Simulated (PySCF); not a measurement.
**C₃H₈BBrSi: electronic excitations**

Wanted: the electronic excitations of C₃H₈BBrSi (`CB/C=C/[SiH2]Br`), by calculation.

The runs use PySCF 2.14.0, with density-fitted response routines of our own; the level of theory stands in each step. All values are computed, except where a source is named. Atoms are numbered from 0 throughout.

## (1) Starting geometry

14 atoms, charge 0, multiplicity 1; geometry from: GFN2-xTB.

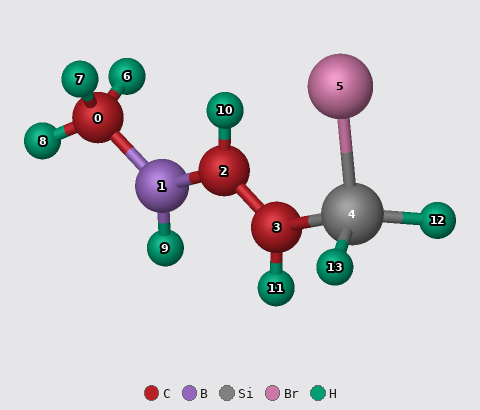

As it starts; carbon red, boron purple, silicon grey, bromine pink, hydrogen teal, atoms numbered; sticks join atoms by distance.

## (2) Excited states and response: CAM-B3LYP/def2-SVPD

The job: settings as JSON, then the geometry in Å.

```
{"job": {"kind": "uv", "xc": "CAM-B3LYP", "basis": "def2-SVPD", "nstates": 8, "ntriplets": 3}, "charge": 0, "multiplicity": 1}
C     -2.674933     0.487203     0.321402
B     -1.500416    -0.476911    -0.064434
C     -0.037241     0.042439    -0.027997
C      1.040907    -0.728045    -0.230829
Si     2.834385    -0.181212    -0.185544
Br     2.884959     1.991145     0.277661
H     -2.973816     1.023751    -0.582241
H     -2.393593     1.249958     1.045009
H     -3.566043    -0.020843     0.682931
H     -1.708948    -1.578617    -0.410411
H      0.136464     1.093866     0.187001
H      0.882872    -1.780619    -0.439970
H      3.486560    -0.306588    -1.482755
H      3.588162    -0.815999     0.888012
```

Method: TDDFT CAM-B3LYP/def2-SVPD, vertical, gas phase, core orbitals frozen in the response.

Command:

```sh
$ OMP_NUM_THREADS=1 python probes_run.py task.json out
```

One launch serves the whole session: the jobs run in the order shown.

What will the session give for the following? lowest singlet (CAM-B3LYP/def2-SVPD); brightest single state of those computed; lowest triplet; surface potential, least and greatest. Wanted: lowest singlet; brightest single state of those computed; lowest triplet; surface potential, least and greatest.

As calculated:

| quantity | value |
| --- | --- |
| lowest singlet (CAM-B3LYP/def2-SVPD) | 4.99 eV (248 nm), f = 0.002 |
| brightest single state of those computed | state 3, 5.94 eV, f = 0.462 |
| lowest triplet | 3.62 eV |
| surface potential, least and greatest | -0.52 V and 1.50 V |

What this shows: The first singlet state (HOMO−3→LUMO 0.76, HOMO−1→LUMO 0.19) lies at 4.99 eV and is weak; of the 8 states computed, the strongest absorption comes from state 3 at 5.94 eV. The lowest triplet lies 1.38 eV below the lowest singlet (triplets in Tamm-Dancoff, singlets in full TDDFT). By nearest atom (CAM-B3LYP/def2-SVPD), the HOMO sits on Br5 68 %; H13 10 % and the LUMO on B1 32 %; C3 24 %.
